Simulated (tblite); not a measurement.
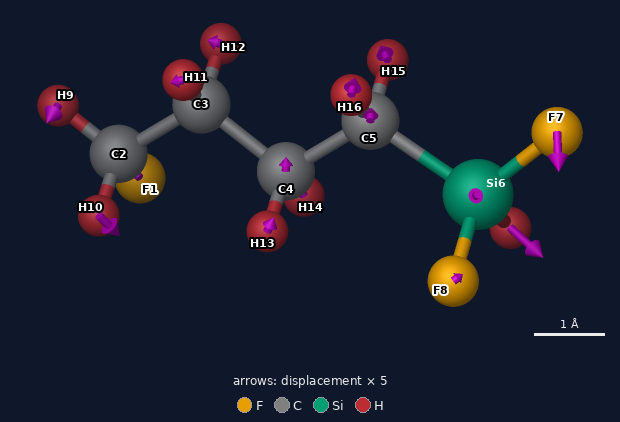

This is a relaxation of C₄H₉F₃Si. The starting structure is drawn; purple arrows show the displacements, 5 times their true length. The two geometries are superimposed by the best rigid fit.

The picture is a ball-and-stick view, seen at a tilt.

Level of theory: GFN2-xTB geometry optimisation, gas phase in tblite. 

What did the optimiser do to the structure, and how much energy did it gain?

Answer. Over 51 geometry steps the energy falls by 2.49 kcal/mol. An H atom moves most after the best rigid fit: 0.15 Å. Largest moves by element: H 0.15 Å, F 0.12 Å, Si 0.05 Å, C 0.05 Å. Some distances before and after: H–Si 1.477 → 1.443 Å, C–C 1.547 → 1.528 Å, C–F 1.357 → 1.375 Å, C–H 1.109 → 1.095 Å. Bond angles that change, for instance: C–Si–H 111.4° → 118.9°, F–Si–F 109.3° → 101.8°, F–C–H 109.3° → 106.5°. The run took 0.51 s on 1 thread of Arm Neoverse N1, on a shared host.
